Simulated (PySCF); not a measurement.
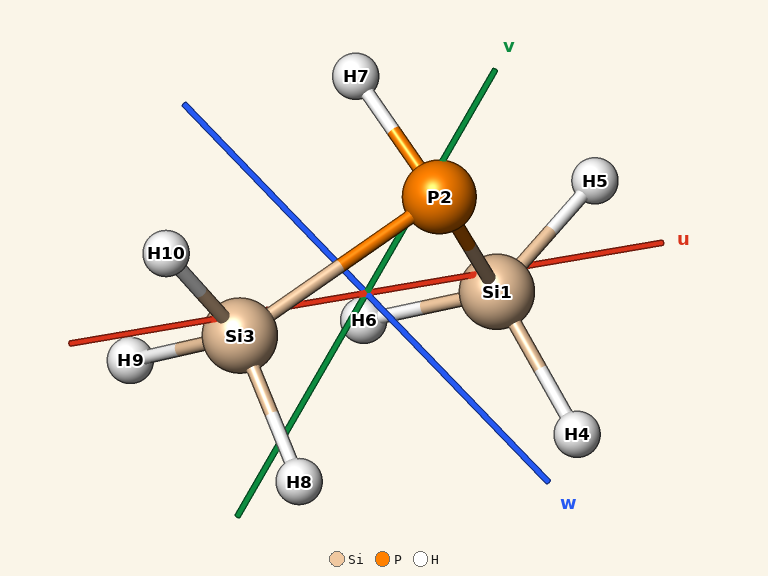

The lines u, v and w are the principal axes of the static dipole polarisability. Computed geometry: GFN2-xTB optimisation. No frequency run is at hand to confirm it as a minimum. Level of theory: B3LYP/def2-SVPD (PySCF 2.14.0).

Question: Along which axis is the molecule most polarisable, and along which least?

Answer: Most along u, least along w.

Question: Give the three principal values.

Answer: u 104.2, v 81.5, w 70.8 bohr³; mean 85.5, anisotropy 29.5 bohr³.

The geometry is semi-empirical. Around P, Si such bond lengths and angles can be off by a tenth of an ångström or more and by several degrees, and values that hang on the shape move with them.
